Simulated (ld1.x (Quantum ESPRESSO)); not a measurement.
```
Element                 : silicon (Si)
Generator               : ld1.x (Quantum ESPRESSO) 7.5
Type                    : norm-conserving Troullier–Martins (Kleinman–Bylander form)
Functional              : PBEsol
Relativity              : non-relativistic
Frozen core             : [He]
Valence charge          : 12
Reference configuration : 2s2 2p6 3s2 3p1 (charge +1)
Partial waves           : 2s (bound): rc 0.90 bohr; 2p (bound): rc 0.55 bohr
Local potential         : all-electron potential smoothed inside 1.02 bohr (lloc = -1)
Core correction         : none
```

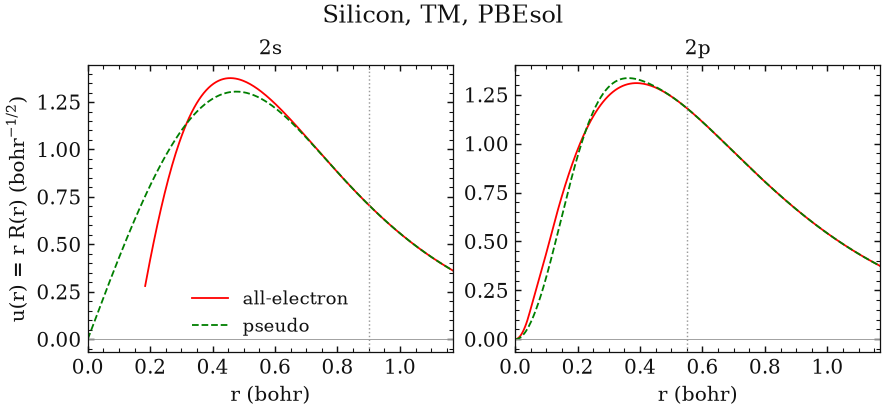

Partial waves u(r) = r R(r), all-electron (solid) and pseudo (dashed). Dotted lines mark the matching radii. The all-electron curves start outside the innermost oscillations, which aren't drawn.

Pseudo-waves: 2s has no node; 2p has no node.

- Reference test: the pseudo-atom misses its own reference levels by up to 0.27 eV, so its errors come from the construction itself
- Cutoffs needed: over 300 Ry and over 300 Ry (the cutoffs, on a coarse ladder, from which the occupation-weighted sum of valence levels, in a spherical-Bessel basis at the reference potential, stays within 10 and 1 mRy of its value at 400 Ry)
- Ghost test: no ghost state below the valence levels in the s, p channels (spherical-Bessel basis up to 400 Ry, 20 bohr box)
- Largest excitation error: -967 meV (all-electron minus pseudo) for 2s2 2p6 3s0 3p4, out of 7 test configurations
